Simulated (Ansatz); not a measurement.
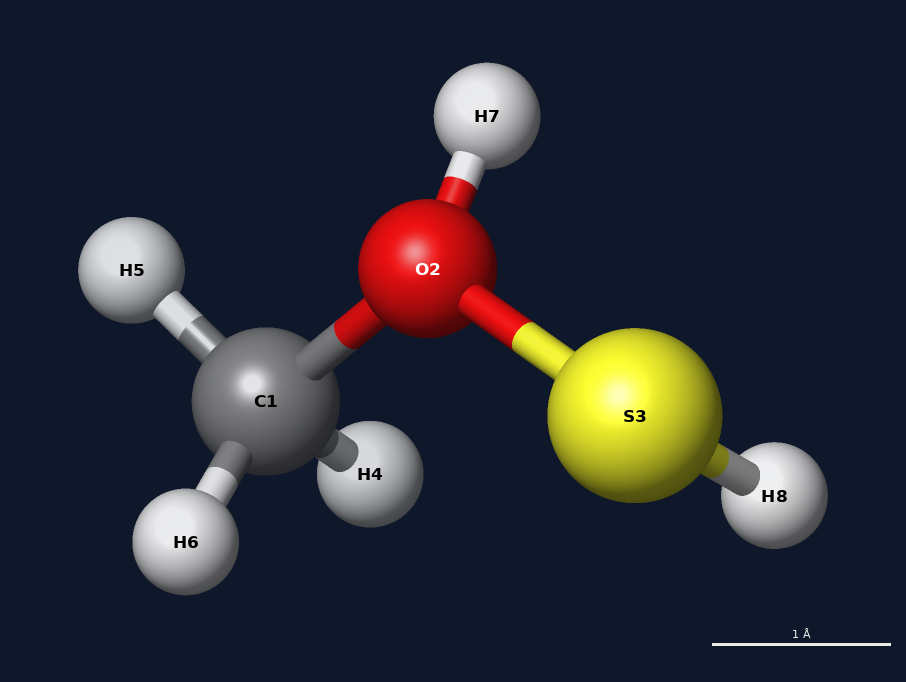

Numbered structure. The species has charge +1 and is a spin singlet. Computed geometry: PBE-D4/def2-SVP optimisation. No frequency run is at hand to confirm it as a minimum.

Q: What is the geometry at C1?

A: C1 has 4 neighbours (O2 at 1.49, H4 at 1.11, H5 at 1.11, H6 at 1.10 Å); the arrangement is tetrahedral.

Q: What is the geometry at S3?

A: S3 has 2 neighbours (O2 at 1.77, H8 at 1.37 Å); the arrangement is bent.
